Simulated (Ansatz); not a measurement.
The figure comes from a scan of WC (WC type, space group P-6m2): one C atom of a 2-atom cell moves by u along (1.00, 0.00, 0.00) and v along (0.00, 1.00, 0.00). All values below come from PBE (plane waves to 420 eV, PAW, scalar-relativistic; Ansatz, an electronic-structure program). k mesh 15×15×13 (Γ-centred), Fermi-Dirac smearing 0.05 eV. The energy includes the smearing's −TS. Points where atoms come too close for the PAW data are left out (x in tables, blank in figures). With partly filled bands, energies and forces of such displacements shift with the k mesh and the smearing. Spin-orbit coupling is left out, though W is heavy. WC is run without spin polarisation. WC was relaxed with its symmetry unable to fall. ΔE is measured from the undisplaced structure. Axes are in Å.

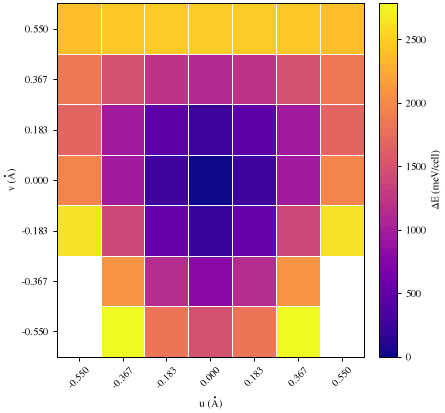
*ΔE (meV/cell), one tile a computed point.*

Task: List the plotted points as numbers.

Result: To the nearest 500:

ΔE (meV/cell), with u across and v down:

```tsv
v \ u	-0.550	-0.367	-0.183	0.000	0.183	0.367	0.550
-0.550	x	3000	2000	1500	2000	3000	x
-0.367	x	2000	1000	1000	1000	2000	x
-0.183	2500	1500	500	0	500	1500	2500
0.000	2000	1000	500	0	500	1000	2000
0.183	1500	1000	500	500	500	1000	1500
0.367	2000	1500	1000	1000	1000	1500	2000
0.550	2500	2500	2500	2500	2500	2500	2500
```

(For displaced atoms, the force is minus the slope of the energy, and its curvature is a force constant, which sets phonon frequencies.)
